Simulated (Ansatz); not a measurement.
CH₈AlFN₂Si: geometry relaxation (part 2 of 2)

Continued. System: CH₈AlFN₂Si. Method: RKS PBE0-D4/def2-SVP (Ansatz 0.2.0). It belongs to a series of runs on one base structure; here: end point A relaxed.

Geometry of the input (Å):
```
N  0.4131  -2.0069  -0.8265
C  0.4133  -0.6892  -0.1284
F  1.7174  -0.3477  0.0406
Al -0.3300  -0.9572  1.7027
N  -0.2713  0.3382  -0.9420
Si 0.0751  2.0478  -0.3831
H  -0.6062  -2.1895  -1.0515
H  0.8938  -1.8303  -1.7617
H  -0.9920  -2.3802  2.1435
H  -0.4522  0.2371  2.7773
H  -1.3170  0.1993  -0.8383
H  1.5394  2.3034  -0.4406
H  -0.6760  3.0038  -1.2777
H  -0.4203  2.2422  1.0144
```

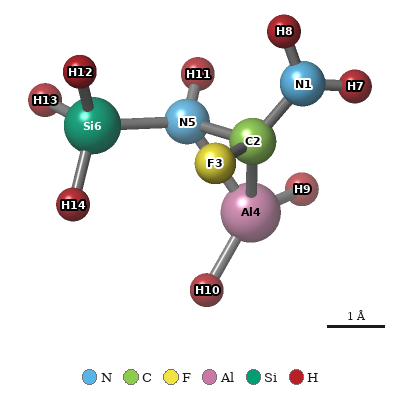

**Figure 1.** The geometry at step 17 of the log (ball-and-stick view, seen at a tilt; atoms are numbered from 1 in the order of the input).

## Trajectory as extended XYZ, continued
```
14
Properties=species:S:1:pos:R:3:forces:R:3 step=8 energy=-21315.02285
N     0.4908   -1.7704   -0.8382    0.0083   0.0365  -0.2627
C     0.2769   -0.6890    0.0167   -0.0451  -0.2889   0.3694
F     1.5392   -0.1420    0.3829    0.1554   0.1720   0.0438
Al   -0.5294   -1.1914    1.7916    0.0247   0.1480  -0.1557
N    -0.4095    0.4386   -0.5736   -0.0436   0.2102   0.0530
Si    0.1320    2.0947   -0.4715    0.1219   0.1320   0.1816
H    -0.1119   -2.5715   -0.7316   -0.0814  -0.0989   0.0385
H     0.6734   -1.5360   -1.8110    0.0095   0.0098  -0.0553
H    -1.4125   -2.5152    1.9055   -0.0132  -0.0002  -0.0185
H    -0.3306   -0.1906    3.0038   -0.0237   0.0021   0.0134
H    -1.0616    0.2221   -1.3121   -0.1374  -0.2834  -0.1237
H     1.4277    2.3929   -1.1491    0.0227   0.0230  -0.0588
H    -0.9385    2.9005   -1.1364   -0.0136  -0.0562  -0.0402
H     0.2411    2.5279    0.9518    0.0157  -0.0061   0.0152
14
Properties=species:S:1:pos:R:3:forces:R:3 step=9 energy=-21315.02188 accepted=F
N     0.5079   -1.7270   -0.8664   -0.5703  -0.8721   0.1566
C     0.3038   -0.6955    0.0481    0.0466  -0.2511   0.1227
F     1.5571   -0.1038    0.3801    0.1472   0.1107   0.0590
Al   -0.5740   -1.1832    1.7860   -0.0146   0.1992  -0.1939
N    -0.4704    0.4301   -0.4616   -0.5836  -0.2490  -0.9584
Si    0.1435    2.0784   -0.4542    0.1968   0.2553   0.1146
H     0.0159   -2.6220   -0.7110    0.5062   0.8995  -0.1958
H     0.6442   -1.4780   -1.8421   -0.0250   0.0028  -0.0148
H    -1.4827   -2.4936    1.8584   -0.0008   0.0161  -0.0367
H    -0.4432   -0.1750    3.0042    0.0074  -0.0094  -0.0305
H    -1.0173    0.1968   -1.3197    0.5142   0.0954   1.0013
H     1.3660    2.3560   -1.3052   -0.2570  -0.1028   0.1716
H    -0.9935    2.8662   -1.0439    0.1256  -0.0240   0.0871
H     0.4298    2.5215    0.9560   -0.0926  -0.0704  -0.2828
14
Properties=species:S:1:pos:R:3:forces:R:3 step=10 energy=-21315.05398
N     0.5068   -1.7510   -0.8605   -0.0278  -0.0182   0.0426
C     0.3081   -0.6999    0.0400    0.0865  -0.0979  -0.1768
F     1.5692   -0.1259    0.3742    0.0246   0.0618   0.0614
Al   -0.5459   -1.1823    1.7838   -0.0092   0.1201  -0.0839
N    -0.4149    0.4289   -0.5291    0.0154  -0.0237   0.2615
Si    0.1493    2.0853   -0.4610   -0.0471   0.0464   0.0065
H    -0.0656   -2.5741   -0.7395    0.0116  -0.0518  -0.0074
H     0.6472   -1.4891   -1.8329   -0.0146   0.0206  -0.0243
H    -1.4526   -2.4934    1.8626   -0.0171   0.0191  -0.0214
H    -0.3881   -0.1766    2.9981   -0.0095   0.0015  -0.0010
H    -1.0918    0.1736   -1.2373   -0.0349  -0.0608  -0.0355
H     1.4166    2.3794   -1.1974   -0.0040  -0.0203  -0.0044
H    -0.9521    2.8512   -1.1243    0.0183   0.0311   0.0151
H     0.3008    2.5447    0.9518    0.0077  -0.0279  -0.0323
14
Properties=species:S:1:pos:R:3:forces:R:3 step=11 energy=-21315.09127
N     0.5270   -1.7353   -0.8891   -0.1830  -0.1427   0.1802
C     0.3525   -0.7154    0.0500    0.0812  -0.1064  -0.0978
F     1.6032   -0.1048    0.3550   -0.0534  -0.0146  -0.0436
Al   -0.5708   -1.1522    1.7616   -0.0047   0.1369  -0.1122
N    -0.4511    0.4108   -0.4409   -0.0545  -0.1987   0.0604
Si    0.1428    2.0683   -0.4466    0.0849   0.0928   0.0513
H     0.0252   -2.6072   -0.7335    0.2305   0.3043  -0.1080
H     0.6169   -1.4588   -1.8644   -0.0300  -0.0355   0.0477
H    -1.4968   -2.4515    1.8099   -0.0413   0.0381  -0.0332
H    -0.4607   -0.1367    2.9751    0.0139  -0.0047  -0.0400
H    -1.0974    0.1343   -1.1785    0.0882   0.0653   0.1141
H     1.3852    2.3265   -1.2509   -0.1281  -0.0605   0.0349
H    -0.9713    2.8522   -1.0716    0.0319  -0.0327   0.0480
H     0.3822    2.5405    0.9525   -0.0358  -0.0417  -0.1017
14
Properties=species:S:1:pos:R:3:forces:R:3 step=12 energy=-21315.15171
N     0.5597   -1.7168   -0.9238   -0.3609  -0.4057   0.3347
C     0.4187   -0.7407    0.0611    0.1278  -0.0212  -0.1038
F     1.6582   -0.0876    0.3081   -0.1599  -0.0341  -0.0529
Al   -0.6123   -1.0950    1.7188   -0.0219   0.2628  -0.2105
N    -0.4848    0.3799   -0.3239    0.0895  -0.5427   0.0261
Si    0.1406    2.0387   -0.4044    0.1044   0.1329  -0.0411
H     0.1595   -2.6424   -0.7317    0.3540   0.6866  -0.2784
H     0.5795   -1.4241   -1.8999   -0.0106  -0.1046   0.1502
H    -1.5823   -2.3641    1.7319   -0.0405   0.0763  -0.0648
H    -0.5424   -0.0612    2.9219    0.0630  -0.0340  -0.0548
H    -1.0934    0.0960   -1.0966    0.0890   0.1531   0.2112
H     1.3197    2.2427   -1.3311   -0.2622  -0.0729   0.2200
H    -1.0088    2.8161   -0.9744    0.0646  -0.0178   0.0843
H     0.4752    2.5293    0.9728   -0.0362  -0.0787  -0.2202
14
Properties=species:S:1:pos:R:3:forces:R:3 step=13 energy=-21315.27390
N     0.6071   -1.7183   -0.9453   -0.3208  -0.3739   0.3093
C     0.4904   -0.7729    0.0657    0.2662  -0.1396   0.0259
F     1.7118   -0.0750    0.2674   -0.3494  -0.0997  -0.1083
Al   -0.6693   -0.9944    1.6535    0.1101   0.2708  -0.2818
N    -0.4953    0.3234   -0.2339   -0.0018  -0.4043   0.0491
Si    0.1102    1.9983   -0.3672    0.3437   0.3048   0.0316
H     0.2565   -2.6619   -0.7490    0.3048   0.6755  -0.2775
H     0.5825   -1.4129   -1.9183    0.0319  -0.1270   0.1894
H    -1.6825   -2.2315    1.6296   -0.0583   0.1515  -0.1002
H    -0.5512    0.0082    2.8798    0.0558  -0.0346  -0.0640
H    -1.1111    0.0415   -1.0026    0.0756   0.1061   0.1659
H     1.2480    2.1776   -1.3546   -0.3724  -0.1076   0.2232
H    -1.0622    2.7862   -0.8746    0.0692  -0.0902   0.0951
H     0.5522    2.5025    0.9782   -0.1546  -0.1319  -0.2579
14
Properties=species:S:1:pos:R:3:forces:R:3 step=14 energy=-21315.38713
N     0.6407   -1.7249   -0.9557   -0.2518  -0.3239   0.2401
C     0.5441   -0.8019    0.0692    0.2922  -0.0988   0.0323
F     1.7457   -0.0695    0.2307   -0.2933  -0.1011  -0.0768
Al   -0.6884   -0.9126    1.6016   -0.0205   0.1386  -0.1231
N    -0.4915    0.2819   -0.1679   -0.0128  -0.2120  -0.0939
Si    0.0996    1.9698   -0.3283    0.2085   0.2432  -0.0551
H     0.3173   -2.6748   -0.7649    0.2262   0.5240  -0.2263
H     0.6000   -1.4126   -1.9246    0.0566  -0.1050   0.1366
H    -1.7699   -2.0913    1.5302   -0.0074   0.1578  -0.0834
H    -0.5384    0.0564    2.8484    0.0844  -0.0262  -0.0147
H    -1.1163    0.0083   -0.9320    0.0464   0.0670   0.1223
H     1.1727    2.1209   -1.3863   -0.3051  -0.0698   0.2964
H    -1.0989    2.7428   -0.7933    0.0582  -0.0753   0.0948
H     0.5703    2.4783    1.0014   -0.0816  -0.1185  -0.2493
14
Properties=species:S:1:pos:R:3:forces:R:3 step=15 energy=-21315.44845
N     0.6690   -1.7414   -0.9501   -0.1215  -0.1332   0.0277
C     0.5752   -0.8287    0.0741    0.1428   0.0781   0.0184
F     1.7542   -0.0662    0.2066   -0.1578  -0.1122  -0.0121
Al   -0.7122   -0.8336    1.5651   -0.0003  -0.1431   0.1311
N    -0.4900    0.2512   -0.1496    0.0150   0.1852  -0.1844
Si    0.0700    1.9562   -0.3094    0.1514  -0.0205  -0.0069
H     0.3585   -2.6885   -0.7759    0.0892   0.1390  -0.0786
H     0.6532   -1.4313   -1.9189    0.0740  -0.0479   0.0832
H    -1.8566   -1.9457    1.4338    0.0099   0.1457  -0.0035
H    -0.4609    0.0682    2.8498    0.0076  -0.0259  -0.0588
H    -1.1277   -0.0176   -0.9017    0.0055  -0.0213   0.0420
H     1.1176    2.0919   -1.3722   -0.1830   0.0227   0.0630
H    -1.1541    2.7127   -0.7206    0.0528  -0.0296   0.0479
H     0.5909    2.4436    0.9977   -0.0857  -0.0371  -0.0690
14
Properties=species:S:1:pos:R:3:forces:R:3 step=16 energy=-21315.45332
N     0.6886   -1.7586   -0.9488   -0.0179  -0.0448  -0.0633
C     0.5923   -0.8401    0.0671   -0.1392   0.1296   0.0134
F     1.7608   -0.0715    0.2049   -0.0329  -0.1341  -0.0133
Al   -0.6732   -0.8568    1.5764   -0.3459   0.1840  -0.1107
N    -0.4789    0.2385   -0.1616    0.1882  -0.0715  -0.0378
Si    0.0550    1.9421   -0.2942    0.0112   0.0489  -0.0343
H     0.3793   -2.7034   -0.7793    0.0707   0.0151  -0.0391
H     0.7214   -1.4575   -1.9195    0.0459  -0.0262   0.0856
H    -1.9666   -1.7845    1.3896    0.1720  -0.0410   0.0764
H    -0.4258    0.0853    2.8287    0.0874  -0.0828   0.0316
H    -1.1227   -0.0397   -0.9047    0.0010  -0.0156   0.0926
H     1.0479    2.1135   -1.3950   -0.0461   0.0576   0.0131
H    -1.1915    2.6904   -0.6397    0.0224   0.0075   0.0107
H     0.6005    2.4131    1.0048   -0.0169  -0.0270  -0.0249
14
Properties=species:S:1:pos:R:3:forces:R:3 step=17 energy=-21315.47266
N     0.6889   -1.7786   -0.9362   -0.0589   0.2635  -0.1638
C     0.5731   -0.8472    0.0674   -0.0166  -0.1387   0.0266
F     1.7529   -0.1046    0.2264    0.0047   0.0330  -0.0150
Al   -0.7201   -0.8125    1.5563   -0.0961  -0.1153   0.0120
N    -0.4681    0.2484   -0.1871    0.0658   0.0947   0.0268
Si    0.0663    1.9557   -0.3044   -0.2160   0.0355  -0.0383
H     0.3787   -2.7199   -0.7766   -0.0115  -0.1734   0.0567
H     0.7844   -1.4909   -1.9074    0.0401  -0.0184   0.1178
H    -1.9753   -1.8044    1.4044    0.1341   0.1332   0.0352
H    -0.3869    0.0562    2.8479   -0.0294  -0.0261  -0.0868
H    -1.1266   -0.0205   -0.9185    0.0005  -0.0589  -0.0128
H     1.0011    2.1797   -1.4403    0.1032  -0.0107   0.0277
H    -1.1880    2.7096   -0.6045   -0.0196  -0.0095   0.0125
H     0.6067    2.3997    1.0013    0.0996  -0.0088   0.0015
14
Properties=species:S:1:pos:R:3:forces:R:3 step=18 energy=-21315.48381
N     0.6582   -1.7788   -0.9512   -0.2592  -0.1264  -0.0913
C     0.5586   -0.8788    0.0752    0.1274   0.4052  -0.2874
F     1.7409   -0.1301    0.2083    0.1047  -0.0667   0.1784
Al   -0.7344   -0.8053    1.5594   -0.0394  -0.0078  -0.0355
N    -0.4697    0.2512   -0.1790   -0.0631  -0.1485   0.0441
Si    0.0531    1.9609   -0.3018   -0.0454  -0.0850  -0.0044
H     0.4179   -2.7469   -0.8121    0.0795   0.0032   0.0544
H     0.8632   -1.4828   -1.9005    0.0475   0.0170   0.0791
H    -2.0000   -1.7625    1.4315   -0.0015   0.0042   0.0177
H    -0.3855    0.0764    2.8282    0.0173   0.0044   0.0170
H    -1.1303   -0.0287   -0.9053   -0.0078  -0.0049   0.0116
H     0.9924    2.1915   -1.4363    0.0193  -0.0115   0.0104
H    -1.2110    2.7047   -0.5774   -0.0120   0.0232  -0.0037
H     0.6336    2.4002    0.9897    0.0327  -0.0062   0.0096
14
Properties=species:S:1:pos:R:3:forces:R:3 step=19 energy=-21315.49859
N     0.6234   -1.7752   -0.9673   -0.3014  -0.4238  -0.6004
C     0.5391   -0.8843    0.0646    0.2174   0.3917  -0.1408
F     1.7332   -0.1538    0.2101    0.0238  -0.0524   0.1512
Al   -0.7465   -0.7984    1.5536    0.0063   0.0325  -0.0171
N    -0.4828    0.2550   -0.1779   -0.0506  -0.2271  -0.0371
Si    0.0346    1.9624   -0.2998    0.1499  -0.0239   0.0422
H     0.4715   -2.7691   -0.8234    0.1816   0.3971   0.0698
H     0.9483   -1.4906   -1.8969   -0.0810  -0.0727   0.4796
H    -2.0281   -1.7213    1.4548   -0.0932  -0.0819  -0.0027
H    -0.3733    0.0883    2.8062    0.0435   0.0311   0.0814
H    -1.1494   -0.0327   -0.8965    0.0178   0.0273   0.0081
H     0.9792    2.1946   -1.4330   -0.0719  -0.0103  -0.0202
H    -1.2320    2.7147   -0.5423    0.0252   0.0175  -0.0076
H     0.6699    2.3812    0.9764   -0.0674  -0.0049  -0.0064
14
Properties=species:S:1:pos:R:3:forces:R:3 step=20 energy=-21315.51256
N     0.5613   -1.7692   -0.9916    0.0600  -1.1459  -1.3158
C     0.5101   -0.8876    0.0509    0.2392   0.4610   0.0341
F     1.7175   -0.1792    0.2033    0.0262  -0.0561   0.1250
Al   -0.7623   -0.7939    1.5520    0.0091   0.0555  -0.0151
N    -0.4987    0.2612   -0.1795   -0.0231  -0.3440  -0.0520
Si    0.0293    1.9632   -0.2961    0.2048   0.0314   0.0584
H     0.5731   -2.7899   -0.8211    0.1151   1.1576   0.0683
H     1.0244   -1.5000   -1.8880   -0.4439  -0.1247   1.0782
H    -2.0634   -1.6867    1.4784   -0.1104  -0.1019  -0.0074
H    -0.3568    0.0933    2.7940    0.0495   0.0291   0.0901
H    -1.1689   -0.0272   -0.8947    0.0202   0.0519   0.0019
H     0.9588    2.1926   -1.4439   -0.0877  -0.0027  -0.0065
H    -1.2341    2.7315   -0.5083    0.0427   0.0031  -0.0064
H     0.6968    2.3627    0.9734   -0.1017  -0.0141  -0.0527
14
Properties=species:S:1:pos:R:3:forces:R:3 step=21 energy=-21315.59241
N     0.4703   -1.8044   -1.0275   -0.0099  -0.4603  -0.2473
C     0.4690   -0.8883    0.0018    0.1528   0.4145   0.7145
F     1.7045   -0.2360    0.1714    0.1502   0.0002  -0.0696
Al   -0.7647   -0.8027    1.5444   -0.0448  -0.0201  -0.0515
N    -0.4963    0.2630   -0.2018   -0.0204  -0.1573  -0.2555
Si    0.0380    1.9717   -0.2897    0.1177  -0.0324   0.0713
H     0.7334   -2.7420   -0.7115   -0.0720   0.4262  -0.2928
H     0.9862   -1.5268   -1.8699   -0.0667  -0.0558   0.2447
H    -2.0808   -1.6909    1.5021   -0.0175  -0.0065  -0.0146
H    -0.3431    0.0895    2.7879    0.0376  -0.0061  -0.0208
H    -1.1477    0.0149   -0.9435   -0.2088  -0.0347  -0.0712
H     0.9531    2.2391   -1.4381   -0.0157  -0.0403  -0.0037
H    -1.2224    2.7472   -0.4916    0.0182  -0.0411   0.0144
H     0.6875    2.3367    0.9945   -0.0208   0.0138  -0.0181
14
Properties=species:S:1:pos:R:3:forces:R:3 step=22 energy=-21315.61775
N     0.4588   -1.7715   -1.0323    0.0508  -0.3962   0.2153
C     0.4738   -0.8787    0.0360    0.0093   0.0808  -0.1655
F     1.7107   -0.2200    0.1827   -0.0668  -0.0479  -0.0154
Al   -0.7831   -0.8010    1.5567    0.0000  -0.0095  -0.0156
N    -0.5071    0.2485   -0.1992    0.0209   0.0977   0.0579
Si    0.0559    1.9467   -0.2990   -0.0666  -0.0167   0.0312
H     0.7509   -2.7094   -0.7569   -0.0386   0.2493  -0.1456
H     0.9852   -1.4624   -1.8511    0.0045   0.0552   0.0536
H    -2.1014   -1.6897    1.5042    0.0301   0.0157  -0.0066
H    -0.3365    0.0866    2.7950   -0.0163  -0.0048  -0.0111
H    -1.1741   -0.0086   -0.9292    0.0324  -0.0410   0.0144
H     0.9625    2.1843   -1.4600    0.0059  -0.0176   0.0222
H    -1.2043    2.7185   -0.5023    0.0100   0.0331  -0.0170
H     0.6959    2.3273    0.9840    0.0243   0.0017  -0.0178
14
Properties=species:S:1:pos:R:3:forces:R:3 step=23 energy=-21315.62249
N     0.4540   -1.7805   -1.0256   -0.0139  -0.0638   0.0857
C     0.4704   -0.8783    0.0352    0.0353   0.0205  -0.0359
F     1.7074   -0.2198    0.1722   -0.0328  -0.0317  -0.0042
Al   -0.7837   -0.8026    1.5573    0.0122  -0.0077  -0.0027
N    -0.5119    0.2484   -0.1958   -0.0256   0.0084  -0.0055
Si    0.0511    1.9463   -0.2946    0.0259  -0.0079  -0.0280
H     0.7837   -2.7039   -0.7611   -0.0177   0.0578  -0.0171
H     0.9637   -1.4533   -1.8470    0.0184   0.0378  -0.0221
H    -2.0978   -1.6933    1.4975    0.0057   0.0002   0.0014
H    -0.3454    0.0897    2.7940   -0.0106   0.0004   0.0028
H    -1.1791   -0.0135   -0.9240    0.0180  -0.0033   0.0123
H     0.9666    2.1683   -1.4510   -0.0045  -0.0006  -0.0032
H    -1.1974    2.7348   -0.5088    0.0029  -0.0039   0.0071
H     0.7055    2.3284    0.9803   -0.0133  -0.0061   0.0094
14
Properties=species:S:1:pos:R:3:forces:R:3 step=24 energy=-21315.62302
N     0.4502   -1.7772   -1.0236   -0.0070  -0.0132  -0.0303
C     0.4690   -0.8770    0.0366    0.0101   0.0248   0.0455
F     1.7066   -0.2212    0.1719   -0.0070   0.0003  -0.0033
Al   -0.7828   -0.8043    1.5601   -0.0007  -0.0034   0.0077
N    -0.5138    0.2488   -0.1926    0.0025  -0.0044  -0.0208
Si    0.0563    1.9434   -0.2998   -0.0102   0.0061   0.0117
H     0.7919   -2.6963   -0.7656    0.0006  -0.0108   0.0078
H     0.9542   -1.4398   -1.8456    0.0011   0.0053  -0.0117
H    -2.0925   -1.7001    1.4992   -0.0034  -0.0046  -0.0020
H    -0.3574    0.0906    2.7993    0.0031   0.0008   0.0006
H    -1.1799   -0.0154   -0.9204    0.0013   0.0002   0.0013
H     0.9707    2.1605   -1.4577    0.0001  -0.0035   0.0026
H    -1.1906    2.7348   -0.5117    0.0026   0.0013  -0.0064
H     0.7052    2.3241    0.9785    0.0070   0.0011  -0.0027
14
Properties=species:S:1:pos:R:3:forces:R:3 step=25 energy=-21315.62310
N     0.4495   -1.7767   -1.0236    0.0009   0.0002  -0.0065
C     0.4690   -0.8765    0.0379    0.0094   0.0095   0.0040
F     1.7062   -0.2201    0.1720   -0.0032  -0.0042   0.0003
Al   -0.7833   -0.8045    1.5610   -0.0008  -0.0059   0.0039
N    -0.5141    0.2486   -0.1924   -0.0036   0.0025  -0.0042
Si    0.0559    1.9434   -0.2992   -0.0004   0.0006  -0.0002
H     0.7925   -2.6957   -0.7660   -0.0002  -0.0030   0.0029
H     0.9524   -1.4381   -1.8461   -0.0025  -0.0003   0.0003
H    -2.0919   -1.7023    1.4988   -0.0005  -0.0007   0.0003
H    -0.3574    0.0903    2.8001    0.0001   0.0004  -0.0005
H    -1.1795   -0.0160   -0.9206   -0.0009   0.0002  -0.0004
H     0.9711    2.1583   -1.4568    0.0012  -0.0009   0.0000
H    -1.1898    2.7357   -0.5144    0.0009   0.0002   0.0002
H     0.7067    2.3244    0.9780   -0.0003   0.0016  -0.0001
```

## Summary

| quantity | value |
| --- | --- |
| outcome | converged |
| total energy | −21315.6231 eV |
| mean-field energy | −21315.3239 eV |
| largest force (length of the vector) at the end | 0.014 eV/Å |
| wall time | 2.4 min (CPU time 4.6 min) |
| peak memory | 0.37 GiB |
